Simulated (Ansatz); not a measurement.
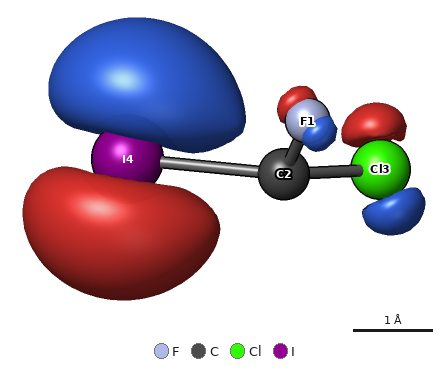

CClFI (SMILES F[C](Cl)I) (doublet). The HOMO−1 (β) at ±0.15 Å⁻³ᐟ² (red and blue are the two phases), seen from one side.

Geometry: PBE0-D4/def2-TZVP; core potentials replace the inner electrons of I.

Method: UKS PBE0-D4/def2-TZVPP (Ansatz 0.2.0).

### Describe this orbital and give its energy.

It lies mainly on I4 (about 90 %); largely a lone pair of I4. Its energy is −8.26 eV.
